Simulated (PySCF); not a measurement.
# EPR calculation, with input and output: C3H6NSi

The run: EPR calculation of C3H6NSi, multiplicity 2, SMILES C1=NC[SiH]C1. Method and program: UKS B3LYP, pcH-1 on C H N Si, non-relativistic, mean-field spin-orbit, GIAO (PySCF 2.14.0).

It belongs to a series of runs on one base structure; here: H removed from Si.

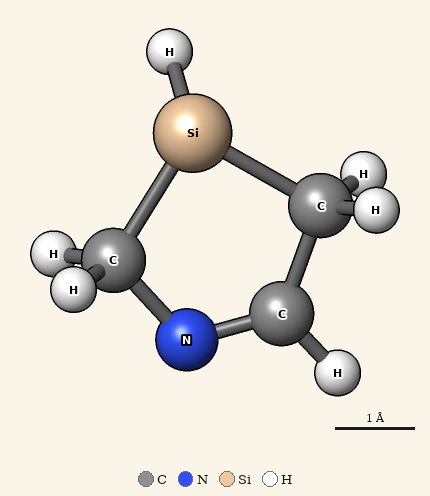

Figure 1. The structure as given in the input (ball-and-stick view, seen on its broad side).

## Input
```
{"job": {"kind": "epr", "basis": "pcH-1"}, "charge": 0, "multiplicity": 2}
C     -0.498324    -1.116809     0.227271
N      0.741784    -1.198216     0.049708
C      1.421695     0.001555    -0.367332
Si     0.098157     1.399786    -0.401368
C     -1.283446     0.149537     0.037159
H     -1.020455    -2.015272     0.535778
H      1.909938    -0.215213    -1.319864
H      2.221628     0.196924     0.351100
H      0.273283     2.424794     0.633442
H     -1.817752     0.384774     0.959466
H     -2.041084    -0.009189    -0.731323
```

The first line tells a small driver script what to run in PySCF; the rest is the geometry in Å.

Hardware: 1 CPU thread, shared host.

Launch command:
```bash
OMP_NUM_THREADS=1 python <driver script> task.json out
```

## The program's output
```
UKS, coarse grid
  cycle   1  E = -462.07673090  |g| = 3.19e-01
  cycle   2  E = -461.99359594  |g| = 5.10e-01
  cycle   3  E = -462.12083652  |g| = 1.20e-01
  cycle   4  E = -462.12620297  |g| = 4.29e-02
  cycle   5  E = -462.12709248  |g| = 8.11e-03
  cycle   6  E = -462.12712956  |g| = 3.18e-03
  cycle   7  E = -462.12713622  |g| = 7.20e-04
UKS, final grid
  cycle   1  E = -462.12711832  |g| = 8.70e-04
  cycle   2  E = -462.12711781  |g| = 1.41e-03
  cycle   3  E = -462.12711873  |g| = 2.62e-04
  cycle   4  E = -462.12711877  |g| = 6.82e-05
  cycle   5  E = -462.12711877  |g| = 2.34e-05
E = -462.12711877 Eh   <S^2> = 0.7514 (exact 0.7500)
g shifts (ppm)      1          2          3
  rmc          -137       -137       -137
  gc             13         59         62
  oz_so        -112       2124       2782
  total        -236       2046       2707
hyperfine (MHz)  atom isotope    a_iso     a_fc   dipolar eigenvalues
    0   13C      20.19      20.19     -1.40     -0.60      2.00
    1   14N      -1.33      -1.33     -1.68     -1.50      3.17
    2   13C      21.96      21.94     -5.51     -4.08      9.59
    3  29Si    -483.34    -484.24   -170.24     83.48     86.76
    4   13C      28.11      28.09     -4.02     -2.42      6.44
    5    1H      -0.15      -0.15     -1.60     -0.64      2.24
    6    1H      10.22      10.22     -4.28     -3.01      7.29
    7    1H      29.45      29.44     -3.66     -0.66      4.32
    8    1H      82.31      82.29     -9.14      1.31      7.83
    9    1H      22.79      22.78     -3.03     -1.17      4.20
   10    1H      19.77      19.78     -4.16     -3.12      7.28
```

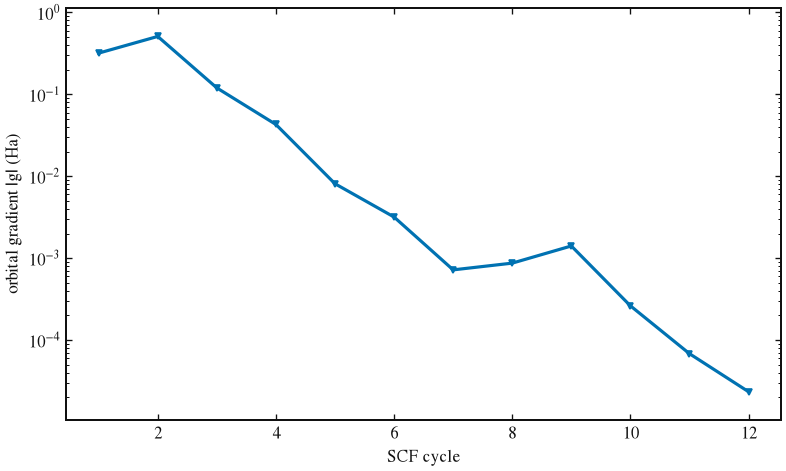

Figure 2. Convergence of the self-consistent field: orbital gradient |g| against the SCF cycle. All cycles printed in the log are drawn one after another.

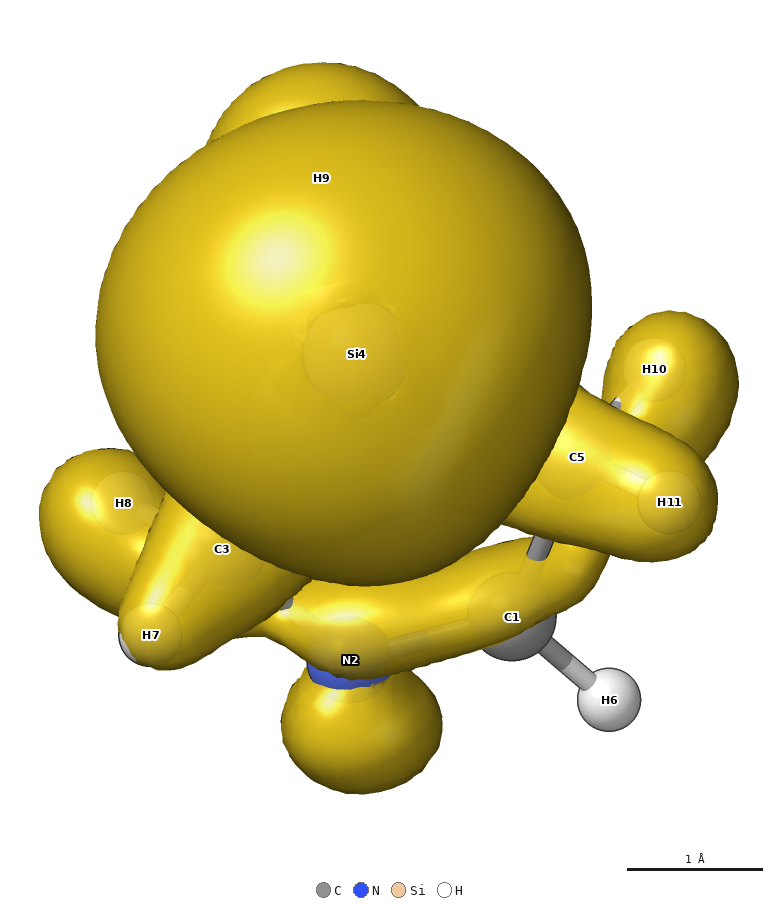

Figure 3. Isosurfaces of the spin density at +0.004 (yellow) and −0.004 e/Å³ (cyan), seen at a tilt. The unpaired spin (1 electron) lies mostly on Si4 (about 0.8), in electrons by Hirshfeld's partition.

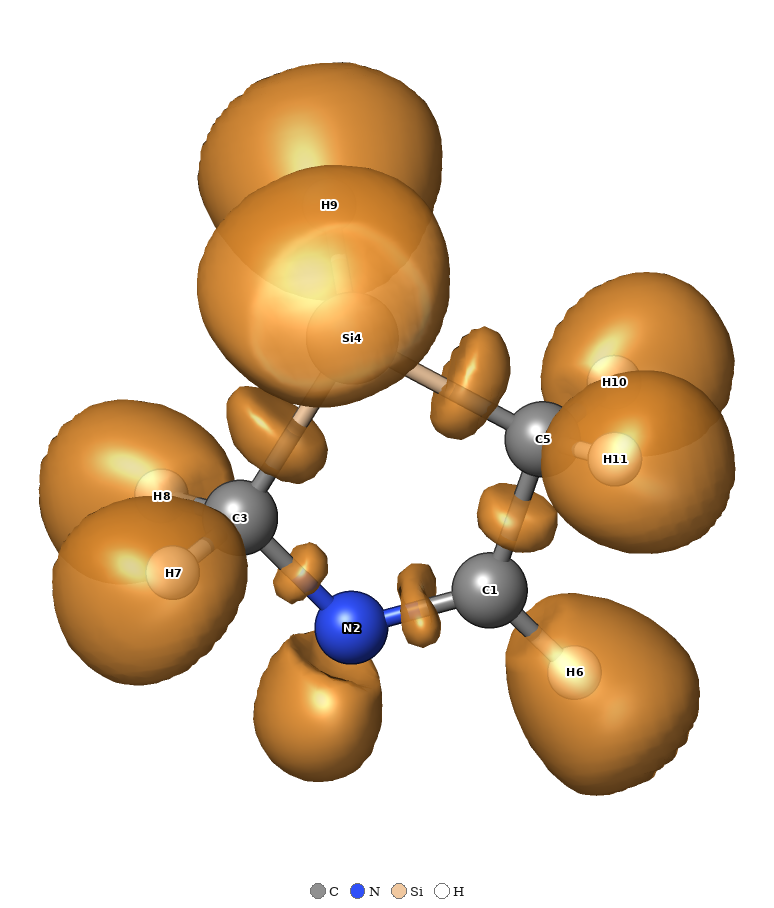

Figure 4. Isosurface of the ELF at 0.85 (orange), seen face on. Only the valence region is drawn (cores and ρ < 0.01 e/Å³ removed). Profiles from the grid: C–N (1.26 Å): the ELF peaks at about 0.90 between the atoms (a double or triple bond). C–C (1.50 Å): the ELF peaks at about 0.95 between the atoms (a shared electron pair).

## Summary

| quantity | value |
| --- | --- |
| outcome | converged |
| total energy | −462.127119 hartree |
| ⟨S²⟩ | 0.751 |
| isotropic g | 2.0038 |
| wall time | 28 s |
| peak memory | 0.68 GiB |
